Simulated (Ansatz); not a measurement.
# r2SCAN/STO-3G run of GeTe (SMILES [Ge][Te])

What is the vertical ionisation energy of GeTe at r2SCAN/STO-3G? 

The results are computed with Ansatz 0.2.0.

73 further runs of the same task are left out: 41 that didn't finish, 32 set aside as unsound or not needed.

## 1. The molecule

GeTe has 2 atoms, charge 0, and is taken as a singlet. As SMILES, `[Ge][Te]`. The bond length is the measured one.

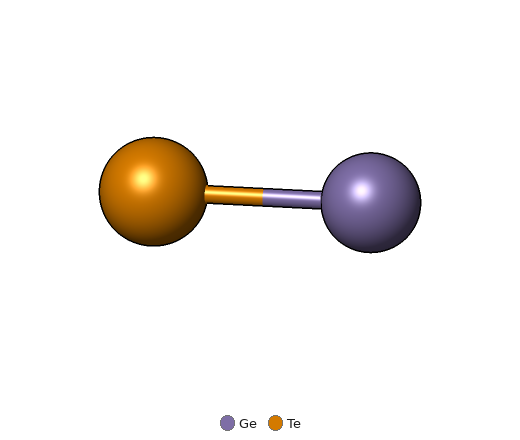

Viewed from a chosen angle; germanium purple, tellurium orange.

## 2. A single-point energy at r2SCAN/STO-3G

Input file molecule.yaml:

```yaml
crystal:
  periodic: [false, false, false]
  atoms:
    - {symbol: Ge, position_ang: [0.000000, 0.000000, 0.000000]}
    - {symbol: Te, position_ang: [0.000000, 0.000000, 2.340165]}
basis:
  gaussian: {orbitals: STO-3G}
hamiltonian: {xc: {name: r2SCAN}}
accuracy: high
```

Launch:

```
$ ansatz run molecule.yaml --threads 1 --pin off --max-ram 2610MiB --events-out events.jsonl --progress --plain --runs-dir runs
```

The log of the run:

```text
Warning: RAYON_NUM_THREADS=1 ignored (pool sized by the plan → 1); use --threads N
Functional definition: r2SCAN
  name "r2SCAN"
  parameter k0 = 0.174
  parameter k1 = 0.065
  parameter a1 = 4.9479
  exchange = r2scan_x(k0 = k0, k1 = k1, a1 = a1)
  correlation = r2scan_c
564 factors; integrals over basis functions are off by at most 4.8e-9 eV
mean field evaluation 1: about -233868.3200 eV, gradient 1.8e2 eV
mean field evaluation 2: about -233986.5176 eV, gradient 5.8e1 eV
mean field evaluation 4: about -234063.0399 eV, gradient 3.9e1 eV
mean field evaluation 8: about -234079.2835 eV, gradient 4.0e1 eV
mean field evaluation 16: about -234087.0963 eV, gradient 1.1e-4 eV
mean field evaluation 32: about -234079.3278 eV, gradient 4.2e-2 eV
mean field -234087.09626124 eV, -8602.5421176680 hartree, gradient 1.4e-8 eV, S^2 0.000000; 2 other end points of the search recorded, 0 dependent functions left out
reference -234087.09626158 eV, -8602.5421176805 hartree; 42, 42 occupied and 3, 3 virtual orbitals, 564 factors
Total energy: -234087.09626158 eV, -8602.5421176805 hartree
```

Run time: 12 s. Hardware: 1 thread of Arm Neoverse V1, shared host; peak memory 0.15 GiB.

## 3. The doublet cation, same level

Input file in.yaml:

```yaml
crystal:
  periodic: [false, false, false]
  atoms:
    - {symbol: Ge, position_ang: [0.000000, 0.000000, 0.000000]}
    - {symbol: Te, position_ang: [0.000000, 0.000000, 2.340165]}
basis:
  gaussian:
    orbitals: STO-3G
total_charge: 1
magnetization:
  spin_polarized: true
  initial_magnetization: 1
hamiltonian:
  xc: {name: r2SCAN}
accuracy: high
```

Launch:

```
$ ansatz run in.yaml --threads 1 --pin off --max-ram 2610MiB --events-out events.jsonl --progress --plain --runs-dir runs
```

The log of the run, shortened:

```text
Warning: RAYON_NUM_THREADS=1 ignored (pool sized by the plan → 1); use --threads N
[... 2 set-up lines as earlier in the session ...]
[...]
564 factors; integrals over basis functions are off by at most 4.8e-9 eV
[...]
mean field -234080.04766359 eV, -8602.2830864820 hartree, gradient 9.6e-9 eV, S^2 0.769707; 12 other end points of the search recorded, 0 dependent functions left out
reference -234080.04766427 eV, -8602.2830865071 hartree; 42, 41 occupied and 3, 4 virtual orbitals, 564 factors
Total energy: -234080.04766427 eV, -8602.2830865071 hartree
```

It took 49 s on 1 thread of Arm Neoverse V1, shared host; peak memory 0.25 GiB.

## 4. Results

At r2SCAN/STO-3G:

```
                                          quantity           value
                        singlet GeTe: total energy  -8602.54212 Eh
                      doublet cation: total energy  -8602.28309 Eh
                              doublet cation: ⟨S²⟩           0.770
vertical ionisation energy (to the doublet cation)        7.049 eV
```

What this shows: Removing an electron at fixed nuclei costs 7.05 eV (163 kcal/mol). In a minimal basis such a difference can be off by several eV, whatever the method. Relativity is left out (singlet GeTe) although the molecule holds a heavy atom. Relativity is left out (doublet cation) although the molecule holds a heavy atom.
